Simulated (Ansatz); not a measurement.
# C2H3BFO: the cost of one run

Program: Ansatz 0.2.0. Level of theory: RKS B3LYP/def2-SVP. These are calculated values, not measurements.

### Step 1. The structure to begin with

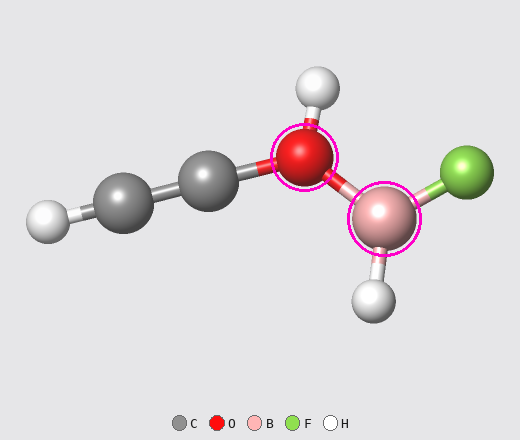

Start, viewed from a chosen angle; carbon grey, oxygen red, boron pink, fluorine green, hydrogen white. Ringed: O3, B4.

Structure file:

```xyz
8

C    -0.5350    2.0464    0.0818
C    -0.0332    0.9644    0.1277
O     0.5181   -0.2631    0.1736
B    -0.0445   -1.4797   -0.2361
F     0.7549   -2.4689   -0.0524
H    -0.9691    3.0083    0.0452
H     1.4267   -0.2679    0.5462
H    -1.1179   -1.5395   -0.6860
```

### Step 2. Relaxing end A

File input.yaml:

```yaml
crystal:
  periodic: [false, false, false]
  atoms:
    - { symbol: C, position_ang: [-0.53501, 2.04642, 0.08176] }
    - { symbol: C, position_ang: [-0.03317, 0.96443, 0.12769] }
    - { symbol: O, position_ang: [0.51814, -0.26308, 0.17364] }
    - { symbol: B, position_ang: [-0.04445, -1.47972, -0.2361] }
    - { symbol: F, position_ang: [0.75485, -2.4689, -0.05236] }
    - { symbol: H, position_ang: [-0.96914, 3.0083, 0.04524] }
    - { symbol: H, position_ang: [1.42671, -0.2679, 0.54615] }
    - { symbol: H, position_ang: [-1.11793, -1.53955, -0.68604] }
total_charge: 1
basis:
  gaussian: { orbitals: def2-SVP }
hamiltonian:
  xc: b3lyp
relax:
  f_tol: 0.015
  max_steps: 40
output:
  orbitals: {}
```

The run is started by

```
$ ansatz run input.yaml --threads 1 --pin off --max-ram 2048MiB --backend cpu --events-out ev --progress --plain --runs-dir out
```

**Question.** How long does this run take on 1 thread of Arm Neoverse V1, shared host, and how much memory does it need?

About 26 s, with a peak of 0.15 GiB.
